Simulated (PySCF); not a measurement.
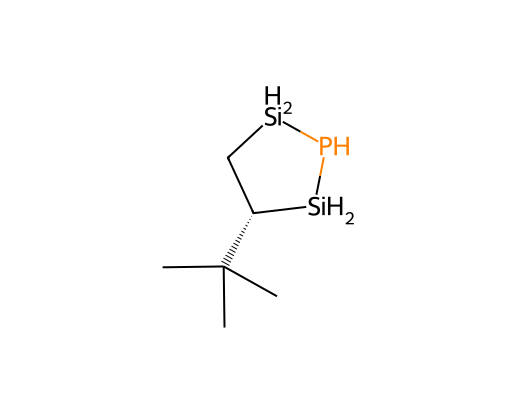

A structural formula.

Transcribe the drawing into SMILES.

Answer. CC(C)(C)[C@@H]1C[SiH2]P[SiH2]1

Give the formula, hydrogens included.

Answer. C6H17PSi2.

An optimisation with PBE0-D3(BJ)/def2-SVP gave a structure of which point group?

Answer. C1.

The parts below concern this one geometry. Atoms keep their numbers from picture to picture. Computed geometry: PBE0-D3(BJ)/def2-SVP optimisation. No frequency run is at hand to confirm it as a minimum.

Shape

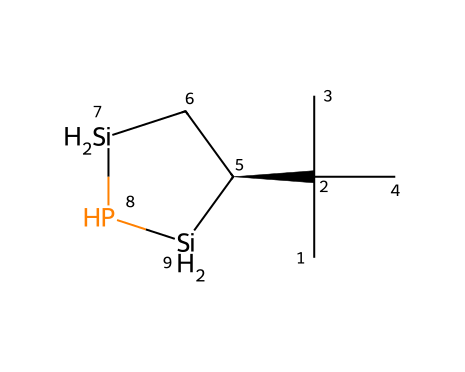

Skeletal drawing with numbered atoms; wedges and dashes mark any stereocentres. The configuration is that of a computed structure (PBE0-D3(BJ)/def2-SVP).

Assign CIP descriptors.

Answer. C5: R.

NMR shielding

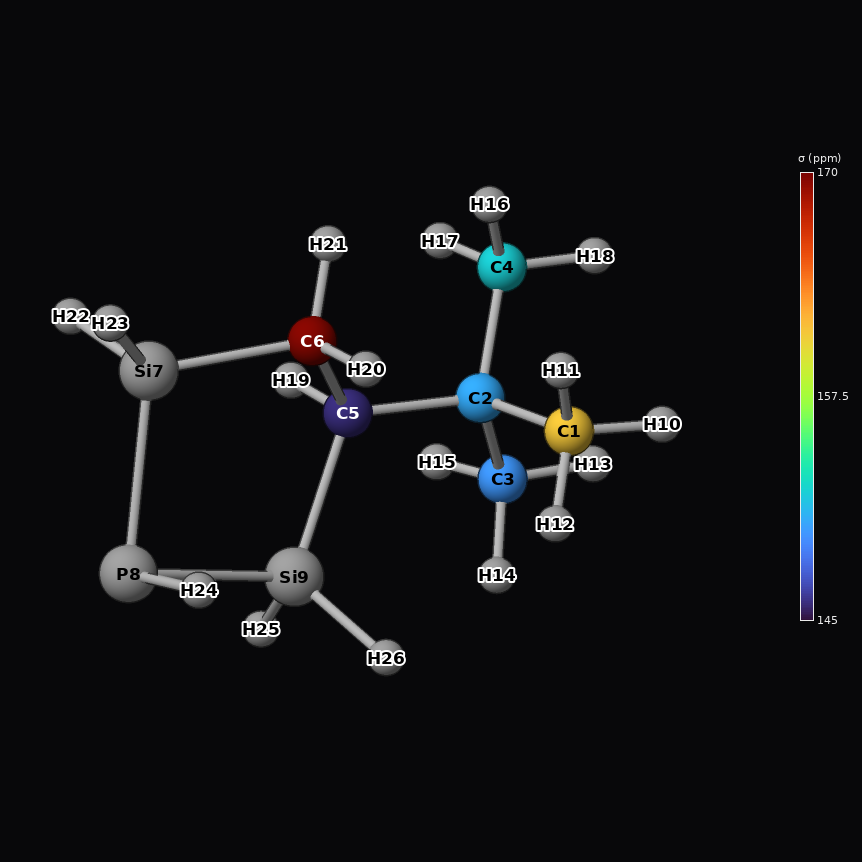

Atoms are coloured by their isotropic NMR shieldings (C only, the others grey). No frequency run is at hand to confirm it as a minimum. Properties computed with GIAO PBE0/pcSseg-1 NMR shielding, non-relativistic, IEF-PCM chloroform (PySCF 2.14.0).

Give the isotropic NMR shieldings of the C atoms atom by atom.

| atom | σ (ppm) |
| --- | --- |
| C1 | 161.1 |
| C2 | 150.6 |
| C3 | 149.9 |
| C4 | 152.2 |
| C5 | 146.0 |
| C6 | 169.5 |

Dipole moment

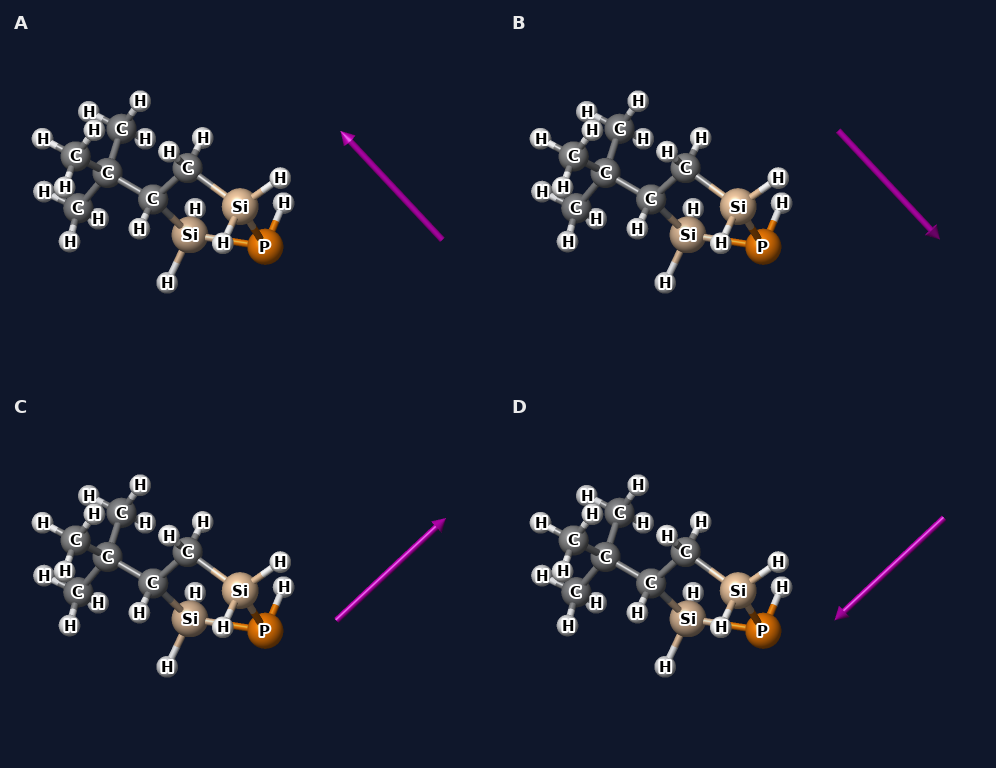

The same molecule four times, each with an arrow. No frequency run is at hand to confirm it as a minimum. Method: PBE0/pcSseg-1 in dichloromethane (IEF-PCM) (PySCF 2.14.0).

Which arrow points along the dipole moment, from the negative to the positive end?

Answer. A. The dipole moment is 3.33 D.

Bond orders

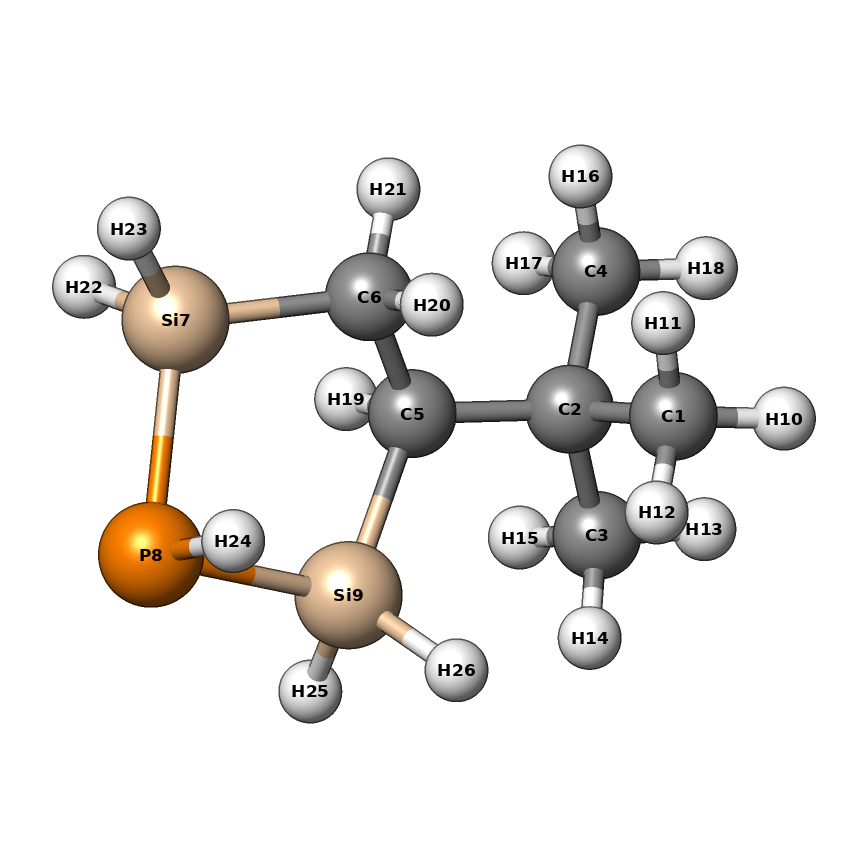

Every bond is drawn as one stick. No frequency run is at hand to confirm it as a minimum. Computed with PBE0/pcSseg-1 in chloroform (IEF-PCM) (PySCF 2.14.0).

List the Mayer bond orders of C1–C2, C2–C3, C2–C4, C2–C5, C5–C6, C5–Si9, C6–Si7, Si7–P8, P8–Si9 (bonds between heavy atoms, one of each equivalent set).

| bond | Mayer order | length (Å) |
| --- | --- | --- |
| C1–C2 | 1.01 | 1.530 |
| C2–C3 | 1.03 | 1.532 |
| C2–C4 | 1.02 | 1.532 |
| C2–C5 | 0.96 | 1.556 |
| C5–C6 | 1.01 | 1.537 |
| C5–Si9 | 0.88 | 1.923 |
| C6–Si7 | 0.91 | 1.889 |
| Si7–P8 | 0.94 | 2.269 |
| P8–Si9 | 0.94 | 2.281 |

Charges

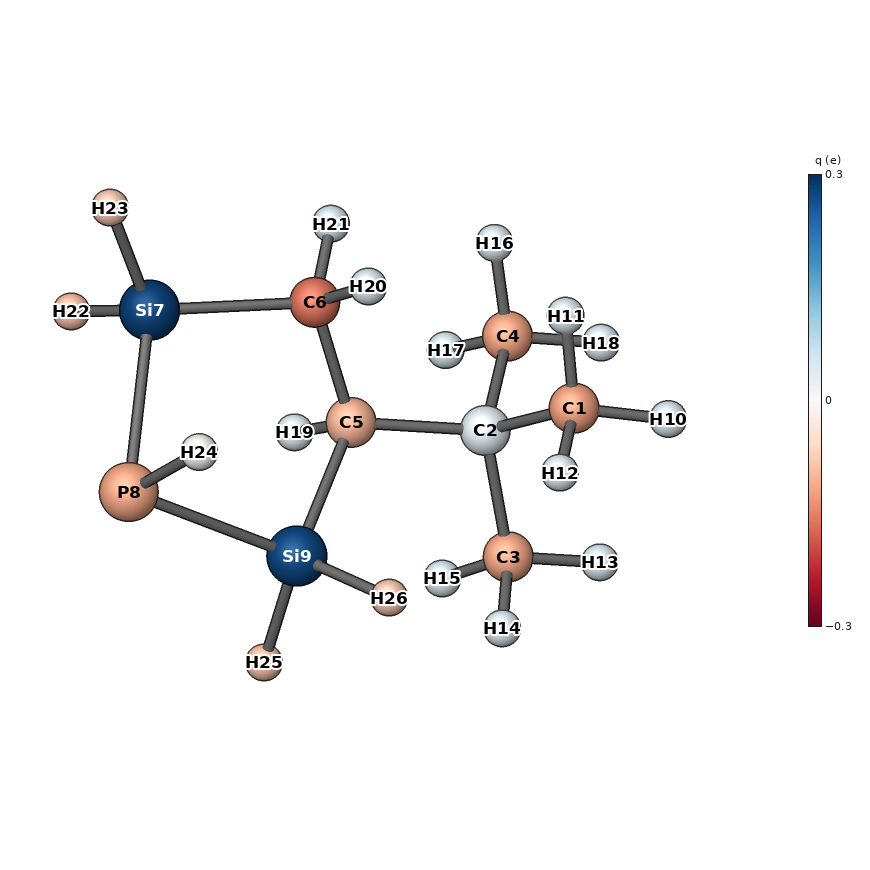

Atoms are coloured by their Hirshfeld charges. No frequency run is at hand to confirm it as a minimum. Level of theory: PBE0/pcSseg-1 in chloroform (IEF-PCM) (PySCF 2.14.0).

Give the Hirshfeld charges atom by atom.

```
atom  value (e)
  C1      −0.12
  C2       0.03
  C3      −0.11
  C4      −0.12
  C5      −0.10
  C6      −0.16
 Si7       0.28
  P8      −0.11
 Si9       0.27
 H10       0.04
 H11       0.04
 H12       0.03
 H13       0.04
 H14       0.04
 H15       0.04
 H16       0.04
 H17       0.04
 H18       0.04
 H19       0.03
 H20       0.04
 H21       0.04
 H22      −0.08
 H23      −0.08
 H24      −0.01
 H25      −0.08
 H26      −0.08
```
